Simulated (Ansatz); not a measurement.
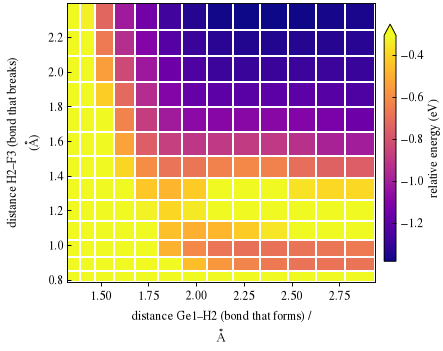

Energy landscape of the reacting system FGeH3 (fragments GeH₂ + FH where the first distance is long, FGeH₃ where the second is long). 
- Coordinates scanned: (1) distance Ge1–H2 (bond that forms); (2) distance H2–F3 (bond that breaks).
- Relaxed at each point: all other coordinates.
- Grid: 13 × 13 points.
- Points are written as (first, second).
- All energies are given in eV relative to a guessed transition structure relaxed with its forming and breaking bonds held.
- Energies and slopes of some neighbouring points disagree (a jump in structure or state, or too coarse a mesh). The reference is spin-restricted, so regions where a bond is pulled apart into radicals lie too high.
- All numbers below come from Ansatz, RKS PBE0-D4/def2-TZVP.

In the figure: one coloured cell a grid point, one colour for all values above the top of the scale. 

**Summarise what can be read from the map.**

The lowest grid point is at (2.406 Å, 2.319 Å), −1.38 eV from a guessed transition structure relaxed with its forming and breaking bonds held. It lies in a valley that leaves the map towards separated partners. Other grid points that lie below all their neighbours: (2.263 Å, 0.979 Å) (0.69 eV higher); (2.704 Å, 0.886 Å) (0.69 eV higher). The highest grid point, (1.359 Å, 0.819 Å), lies 4.34 eV above the lowest.

The whole map (169 points run) took 25 min on 1 thread of Arm Neoverse V1 (shared host).
